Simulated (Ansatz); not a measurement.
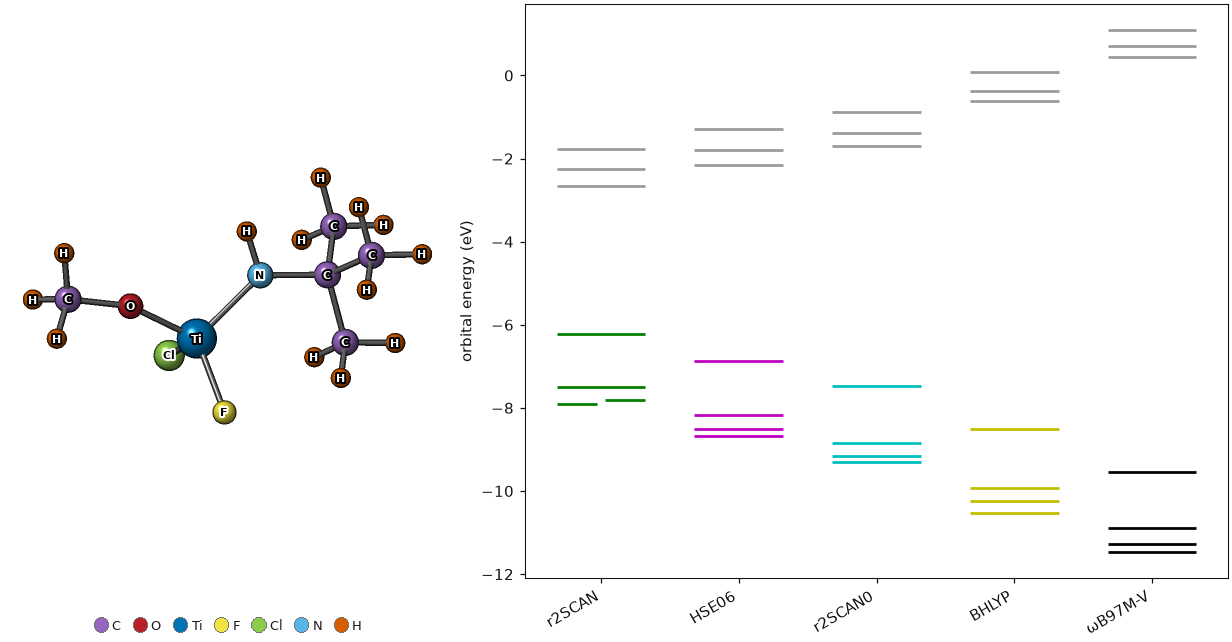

Frontier orbital energies of C₅H₁₃ClFNOTi, SMILES C[O][Ti@@]([F])([Cl])[NH]C(C)(C)C, singlet at one geometry, def2-TZVPP, the Ansatz code 0.2.0, at a PBE0-D4/def2-TZVP geometry (no frequency check). Empty levels are grey, levels within 0.1 eV stand side by side; all columns show the same few orbitals around the gap.

### How do the frontier levels move from column to column?

The separation grows from 3.55 eV (r2SCAN) to 9.99 eV (ωB97M-V).

| level | HOMO (eV) | LUMO (eV) | separation (eV) |
| --- | --- | --- | --- |
| r2SCAN | −6.21 | −2.67 | 3.55 |
| HSE06 | −6.87 | −2.14 | 4.73 |
| r2SCAN0 | −7.46 | −1.71 | 5.76 |
| BHLYP | −8.51 | −0.62 | 7.89 |
| ωB97M-V | −9.55 | 0.43 | 9.99 |

Limits of at least one run: empty levels above zero depend strongly on the basis; one conformer of a flexible molecule.
